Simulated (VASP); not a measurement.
Band structure of NiSi2 (fluorite). Calculation: revTPSS meta-GGA, VASP's PBE PAW potentials (set 64) (plane waves; VASP 6.6.1).

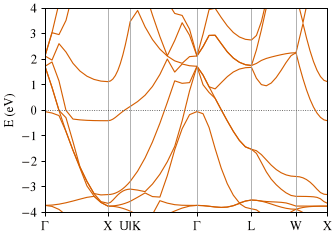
Bands along high-symmetry lines, zero at the valence-band maximum or, without a gap, the Fermi level

Problem. Read the plot: is there a gap, and where are the band edges?

Solution. It has no gap at this level: it comes out as a metal or semimetal.

The compound is NiSi2 in the fluorite structure. It was relaxed first. The run is not spin-polarised, so no magnetic state was tried.
